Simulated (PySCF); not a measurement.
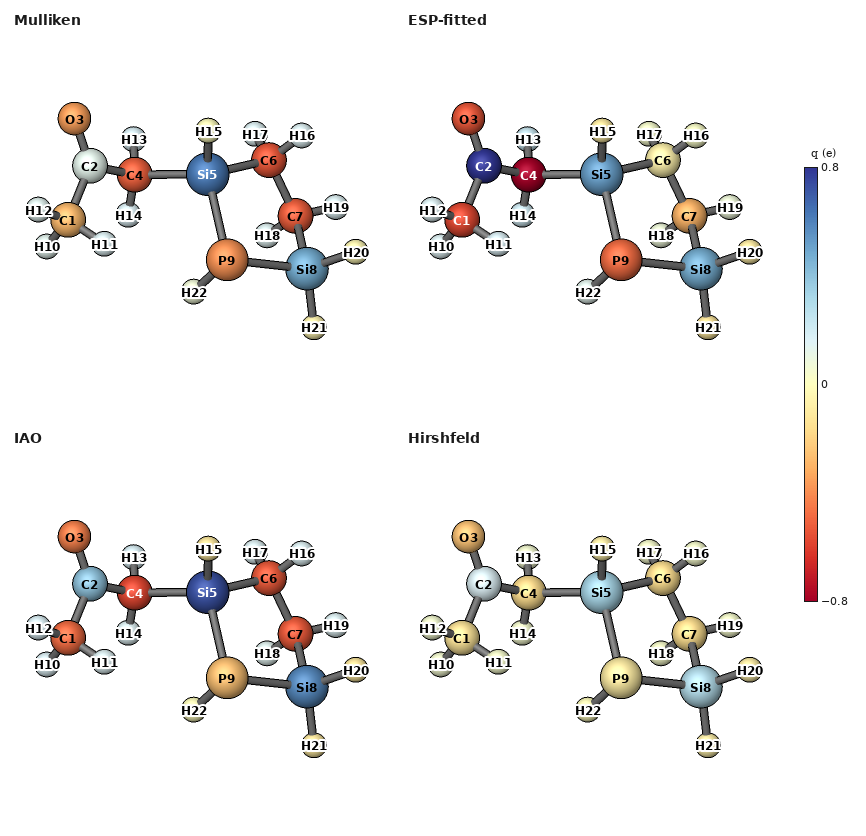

Atomic charges of one calculation by 4 schemes, on one colour scale. The geometry was computed by an optimisation with GFN2-xTB. No frequency run is at hand to confirm it as a minimum. Computed with PBE0/pcSseg-1 (PySCF 2.14.0).

### On which atom do the schemes disagree most?

On C2 (from 0.13 to 0.80 e).

List the charges (e), one line for each set of equivalent atoms.

```csv
atom,Mulliken,ESP-fitted,IAO,Hirshfeld
C1,−0.28,−0.57,−0.48,−0.13
C2,0.13,0.80,0.40,0.16
O3,−0.35,−0.54,−0.43,−0.25
C4,−0.51,−0.80,−0.58,−0.17
Si5,0.62,0.52,0.73,0.33
C6,−0.53,−0.06,−0.53,−0.16
C7,−0.52,−0.29,−0.53,−0.16
Si8,0.48,0.47,0.58,0.29
P9,−0.39,−0.48,−0.25,−0.09
H10,0.14,0.15,0.16,0.05
H11,0.15,0.16,0.15,0.04
H12,0.14,0.15,0.17,0.05
H13,0.17,0.22,0.17,0.05
H14,0.16,0.21,0.15,0.05
H15,0.00,−0.09,−0.10,−0.07
H16,0.15,0.03,0.15,0.04
H17,0.15,0.04,0.15,0.04
H18,0.15,0.08,0.14,0.04
H19,0.15,0.08,0.15,0.04
H20,−0.04,−0.09,−0.11,−0.08
H21,−0.05,−0.12,−0.10,−0.07
H22,0.07,0.13,0.00,−0.01
```

The geometry is semi-empirical. Around P, Si such bond lengths and angles can be off by a tenth of an ångström or more and by several degrees, and values that hang on the shape move with them.
